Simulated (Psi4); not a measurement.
**Run report: CH2GeN (charge −1), single-point calculation**

- system: CH2GeN, charge −1
- method: B3LYP/6-31G*, RKS (Psi4 1.11)

The geometry comes from this level: GFN2-xTB.

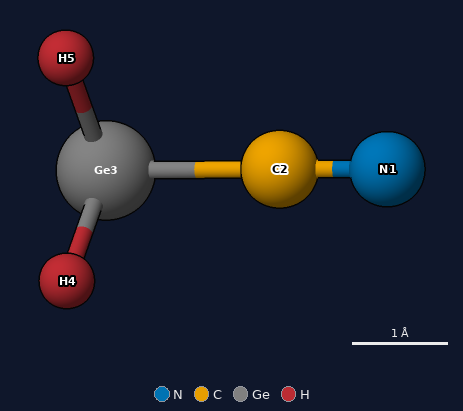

Figure 1. The input geometry (ball-and-stick view, seen on its broad side; atoms are numbered from 1 in the order of the input). Sticks mark near contacts. Bond lengths as drawn: C–Ge 1.97 Å, C–N 1.16 Å and Ge–H 1.68 Å.

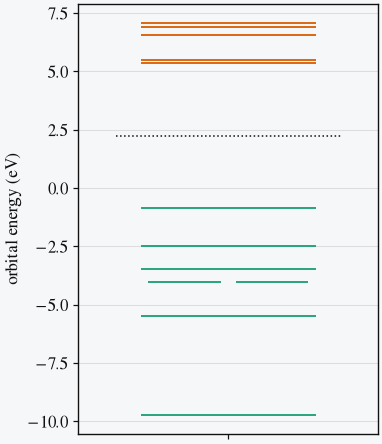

Figure 2. Orbital energies near the frontier; the dotted line parts filled from empty levels, and levels within 0.02 eV of each other stand side by side. Highest filled −0.88 eV, lowest empty 5.35 eV, 6.23 eV apart.

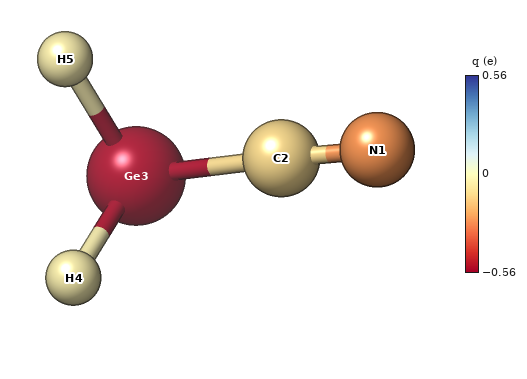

Figure 3. Löwdin charges, as the colour of each atom (ball-and-stick view, seen at a tilt; atoms are numbered from 1 in the order of the input). By element: N −0.26, C −0.12, Ge −0.53 and H −0.04 e.

The input that produced these results follows, with the program's output.

### Input file (calc.py)
```python
import psi4

psi4.set_memory(1600000000)
psi4.set_num_threads(1)
psi4.core.set_output_file('output.dat', False)

m = psi4.geometry("""
-1 1
N      1.312220    -1.146800     1.308460
C      0.698540    -0.577140     0.507840
Ge    -0.115330     0.254410    -1.086220
H     -1.622730    -0.214430    -0.512130
H     -0.272690     1.683960    -0.217940
symmetry c1
""")

options = {'puream': False, 'e_convergence': 1e-09, 'd_convergence': 1e-08, 'scf_type': 'pk', 'dft_radial_points': 99, 'dft_spherical_points': 590}
psi4.set_options(options)

E, wfn = psi4.energy('b3lyp/6-31G*', return_wfn=True)
psi4.oeprop(wfn, 'MAYER_INDICES', 'DIPOLE', 'LOWDIN_CHARGES')
print(f'total energy {E:.8f} hartree = {E * 27.211386:.5f} eV')
```

Run as:
```bash
python calc.py
```

### Log
```
=> Loading Basis Set <=

    Name: 6-31G*
    Role: ORBITAL
    Keyword: BASIS

         ---------------------------------------------------------
                                   SCF
                              RKS Reference
                        1 Threads,   1525 MiB Core
         ---------------------------------------------------------

  ==> Geometry <==

    Molecular point group: c1
    Full point group: C1

    Geometry (in Angstrom), charge = -1, multiplicity = 1:

       Center              X                  Y                   Z               Mass
    ------------   -----------------  -----------------  -----------------  -----------------
         N            1.152105929618    -1.120342359115     1.863825478098    14.003074004430
         C            0.538425929618    -0.550682359115     1.063205478098    12.000000000000
         GE          -0.275444070382     0.280867640885    -0.530854521902    73.921177761000
         H           -1.782844070382    -0.187972359115     0.043235478098     1.007825032230
         H           -0.432804070382     1.710417640885     0.337425478098     1.007825032230

  Running in c1 symmetry.

  Rotational constants: A =      2.94026  B =      0.11930  C =      0.11916 [cm^-1]
  Rotational constants: A =  88146.63700  B =   3576.66023  C =   3572.17958 [MHz]
  Nuclear repulsion =  133.588053856603636

  Charge       = -1
  Multiplicity = 1
  Electrons    = 48
  Nalpha       = 24
  Nbeta        = 24

  ==> Algorithm <==

  SCF Algorithm Type is PK.
  DIIS enabled.
  MOM disabled.
  Fractional occupation disabled.
  Guess Type is SAD.
  Energy threshold   = 1.00e-09
  Density threshold  = 1.00e-08
  Integral threshold = 1.00e-12

  ==> Primary Basis <==

  Basis Set: 6-31G*
    Blend: 6-31G*
    Number of shells: 28
    Number of basis functions: 69
    Number of Cartesian functions: 69
    Spherical Harmonics?: false
    Max angular momentum: 2

  ==> DFT Potential <==

   => LibXC <=

    Version 7.1.2

   => Composite Functional: B3LYP <=

    B3LYP Hyb-GGA Exchange-Correlation Functional

    Deriv               =              1
    GGA                 =           TRUE
    Meta                =          FALSE

    Exchange Hybrid     =           TRUE
    MP2 Hybrid          =          FALSE

   => Exchange Functionals <=

    0.0800   Slater exchange
    0.7200         Becke 88

   => Exact (HF) Exchange <=

    0.2000               HF

   => Correlation Functionals <=

    0.1900   Vosko, Wilk & Nusair (VWN5_RPA)
    0.8100   Lee, Yang & Parr

   => LibXC Density Thresholds  <==

    XC_HYB_GGA_XC_B3LYP:  1.00E-15

   => Molecular Quadrature <=

    Radial Scheme          =       TREUTLER
    Pruning Scheme         =           NONE
    Nuclear Scheme         =       TREUTLER

    Blocking Scheme        =         OCTREE
    BS radius alpha        =              1
    Pruning alpha          =              1
    Radial Points          =             99
    Spherical Points       =            590
    Total Points           =         279743
    Total Blocks           =           2084
    Max Points             =            256
    Max Functions          =             68
    Weights Tolerance      =       1.00E-15

  ==> Integral Setup <==

  Using in-core PK algorithm.
   Calculation information:
      Number of atoms:                   5
      Number of AO shells:              28
      Number of primitives:             81
      Number of atomic orbitals:        69
      Number of basis functions:        69

      Integral cutoff                 1.00e-12
      Number of threads:                 1

  Performing in-core PK
  Using 5834640 doubles for integral storage.
  We computed 74849 shell quartets total.
  Whereas there are 82621 unique shell quartets.

  ==> DiskJK: Disk-Based J/K Matrices <==

    J tasked:                  Yes
    K tasked:                  Yes
    wK tasked:                  No
    Memory [MiB]:              725
    Schwarz Cutoff:          1E-12

  Cached 100.0% of DFT collocation blocks in 0.409 [GiB].

  Minimum eigenvalue in the overlap matrix is 6.0973624224E-04.
  Reciprocal condition number of the overlap matrix is 9.9968540506E-05.
    Using symmetric orthogonalization.

  ==> Pre-Iterations <==

  SCF Guess: Superposition of Atomic Densities via on-the-fly atomic UHF (no occupation information).

   -------------------------
    Irrep   Nso     Nmo
   -------------------------
     A         69      69
   -------------------------
    Total      69      69
   -------------------------

  ==> Iterations <==

                        Total Energy        Delta E     RMS |[F,P]|

   @RKS iter SAD: -2166.89349744413630   -2.16689e+03   0.00000e+00
   @RKS iter   1: -2168.99630404287473   -2.10281e+00   4.36876e-02 DIIS/ADIIS
   @RKS iter   2: -2160.70894430997123    8.28736e+00   1.14611e-01 ADIIS
   @RKS iter   3: -2170.39825702006738   -9.68931e+00   2.27340e-02 DIIS/ADIIS
   @RKS iter   4: -2170.73060909268725   -3.32352e-01   7.46492e-03 DIIS/ADIIS
   @RKS iter   5: -2170.83410516276899   -1.03496e-01   2.73724e-03 DIIS/ADIIS
   @RKS iter   6: -2170.84794533446620   -1.38402e-02   5.03686e-04 DIIS/ADIIS
   @RKS iter   7: -2170.84877833361361   -8.32999e-04   8.43955e-05 DIIS
   @RKS iter   8: -2170.84879885597911   -2.05224e-05   1.21685e-05 DIIS
   @RKS iter   9: -2170.84879923379367   -3.77815e-07   3.11996e-06 DIIS
   @RKS iter  10: -2170.84879926891472   -3.51210e-08   6.95422e-07 DIIS
   @RKS iter  11: -2170.84879927045813   -1.54341e-09   5.17854e-08 DIIS
   @RKS iter  12: -2170.84879927046813   -1.00044e-11   1.41862e-08 DIIS
   @RKS iter  13: -2170.84879927046950   -1.36424e-12   2.00911e-09 DIIS
  Energy and wave function converged.

  ==> Post-Iterations <==

   Electrons on quadrature grid:
      Ntotal   =   47.9999993281 ; deviation = -6.719e-07

    Orbital Energies [Eh]
    ---------------------

    Doubly Occupied:

       1A   -398.528565     2A    -49.584998     3A    -44.109954
       4A    -44.109633     5A    -44.108719     6A    -14.120859
       7A    -10.004991     8A     -6.006965     9A     -4.179067
      10A     -4.177434    11A     -4.174158    12A     -0.982618
      13A     -0.980889    14A     -0.978500    15A     -0.977722
      16A     -0.975797    17A     -0.690027    18A     -0.358188
      19A     -0.201560    20A     -0.148083    21A     -0.147985
      22A     -0.126821    23A     -0.092002    24A     -0.032159

    Virtual:

      25A      0.196630    26A      0.201086    27A      0.241291
      28A      0.253565    29A      0.259882    30A      0.321446
      31A      0.362583    32A      0.379664    33A      0.445429
      34A      0.654166    35A      0.661122    36A      0.691373
      37A      0.711236    38A      0.779043    39A      0.832877
      40A      0.835401    41A      0.857889    42A      0.886904
      43A      1.022438    44A      1.025606    45A      1.067411
      46A      1.160847    47A      1.222843    48A      1.297297
      49A      1.470166    50A      1.726727    51A      1.737248
      52A      1.738797    53A      1.816642    54A      1.863329
      55A      2.176418    56A      2.177357    57A      2.737507
      58A      2.795823    59A      2.815797    60A      3.145213
      61A      3.510026    62A      3.571072    63A      3.586232
      64A      3.652156    65A      3.679687    66A      4.079358
      67A      4.143986    68A      4.360549    69A     86.915378

    Final Occupation by Irrep:
              A
    DOCC [    24 ]
    NA   [    24 ]
    NB   [    24 ]

  @RKS Final Energy: -2170.84879927046950

   => Energetics <=

    Nuclear Repulsion Energy =            133.5880538566036364
    One-Electron Energy =               -3296.9418762737191173
    Two-Electron Energy =                1066.7488988045390670
    DFT Exchange-Correlation Energy =     -74.2438756578930992
    Empirical Dispersion Energy =           0.0000000000000000
    VV10 Nonlocal Energy =                  0.0000000000000000
    Total Energy =                      -2170.8487992704694989

Computation Completed

Properties will be evaluated at   0.000000,   0.000000,   0.000000 [a0]

Properties computed using the SCF density matrix

 Multipole Moments:

 ------------------------------------------------------------------------------------
     Multipole            Electronic (a.u.)      Nuclear  (a.u.)        Total (a.u.)
 ------------------------------------------------------------------------------------

 L = 1.  Multiply by 2.5417464519 to convert [e a0] to [Debye]
 Dipole X            :         -0.8168085            0.5016064           -0.3152021
 Dipole Y            :          1.5699920           -1.2023966            0.3675954
 Dipole Z            :         -6.2125905            5.3277568           -0.8848338
 Magnitude           :                                                    1.0086672

 ------------------------------------------------------------------------------------

	total time  =         11 seconds =       0.18 minutes

Properties will be evaluated at   0.000000,   0.000000,   0.000000 [a0]
OEProp: No title given, name of density matrix used for the following properties is 'SCF density'

 Multipole Moments:

 ------------------------------------------------------------------------------------
     Multipole            Electronic (a.u.)      Nuclear  (a.u.)        Total (a.u.)
 ------------------------------------------------------------------------------------

 L = 1.  Multiply by 2.5417464519 to convert [e a0] to [Debye]
 Dipole X            :         -0.8168085            0.5016064           -0.3152021
 Dipole Y            :          1.5699920           -1.2023966            0.3675954
 Dipole Z            :         -6.2125905            5.3277568           -0.8848338
 Magnitude           :                                                    1.0086672

 ------------------------------------------------------------------------------------
  Lowdin Charges: (a.u.)
   Center  Symbol    Alpha    Beta     Spin     Total
       1     N     3.63103  3.63103  0.00000 -0.26205
       2     C     3.05794  3.05794  0.00000 -0.11589
       3    GE    16.26714 16.26714  0.00000 -0.53429
       4     H     0.52144  0.52144  0.00000 -0.04288
       5     H     0.52244  0.52244  0.00000 -0.04489

  Total alpha = 24.00000, Total beta = 24.00000, Total charge = -1.00000

  Mayer Bond Indices:

  Irrep: 1 Size: 5 x 5

                 1                   2                   3                   4                   5

    1     0.00000000000000     2.71939330187526     0.03447293392897     0.02377635951816     0.02376013998040
    2     2.71939330187526     0.00000000000000     0.99547932821274    -0.00202733384093    -0.00200586689119
    3     0.03447293392897     0.99547932821274     0.00000000000000     0.94711849247890     0.94706192393572
    4     0.02377635951816    -0.00202733384093     0.94711849247890     0.00000000000000    -0.00126042221039
    5     0.02376013998040    -0.00200586689119     0.94706192393572    -0.00126042221039     0.00000000000000

  Atomic Valences:

 #  #
 Irrep: 1
      1:    2.801402735302785
      2:    3.710839429355881
      3:    2.924132678556319
      4:    0.967607095945741
      5:    0.967555774814547
```

### Standard output
```
total energy -2170.84879927 hartree = -59071.80462 eV
```

### Summary

- outcome: converged
- total energy: −2170.848799 hartree
- basis functions: 69
- HOMO: −0.88 eV
- LUMO: 5.35 eV
- hardware: 1 thread of Intel Xeon @ 2.50GHz (Skylake/Cascade Lake), 16 GiB of memory available, shared host
- wall time: 12 s
- peak memory: 0.7 GiB
